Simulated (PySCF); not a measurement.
# C5H6FNO2: the cost of one run

Programs: PySCF 2.14.0, with routines of our own; each step states its level. All values are computed. Atoms count from 0.

## 1. The starting structure

15 atoms, charge 0, multiplicity 1; geometry from: GFN2-xTB.

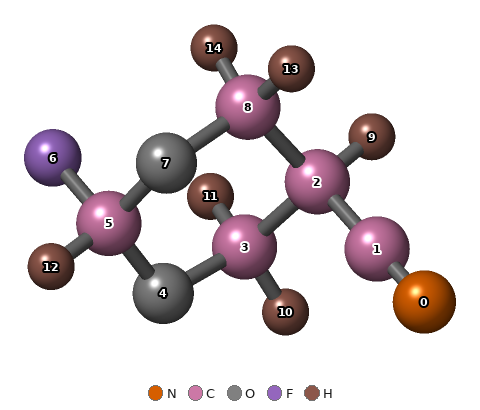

The starting geometry (nitrogen orange, carbon pink, oxygen grey, fluorine purple, hydrogen brown).

## 2. Magnetic properties: GIAO BHandHLYP/pcSseg-1

Job settings and geometry (Å):

```
{"job": {"kind": "mag", "xc": "BHandHLYP", "basis": "pcSseg-1", "isotopologues": 0}, "charge": 0, "multiplicity": 1}
N     -2.061622     0.733412    -2.090280
C     -1.623454     0.479883    -1.066968
C     -1.070386     0.159500     0.231281
C     -0.405016    -1.227964     0.208438
O      0.772280    -1.209342    -0.588879
C      1.652738    -0.235342    -0.229667
F      2.165013    -0.541675     1.031872
O      1.162903     1.034418    -0.202686
C      0.014168     1.178665     0.622976
H     -1.879763     0.173434     0.968175
H     -1.049851    -1.981772    -0.245562
H     -0.151488    -1.527974     1.233734
H      2.496703    -0.261886    -0.929110
H     -0.320536     2.206526     0.475891
H      0.293896     1.028106     1.673975
```

With the program's defaults for keys left out, this is: GIAO BHandHLYP/pcSseg-1 magnetisability, rotational g tensor and spin-rotation constants, non-relativistic, gas phase.

Started as:

```console
$ OMP_NUM_THREADS=1 python excited_run.py task.json out
```

This one command runs all jobs of the session in turn.

**Question.** How long does this first job take on 1 thread of Intel Xeon 6975P-C, shared host, and how much memory does it need?

About 22 s, with a peak of 0.83 GiB.
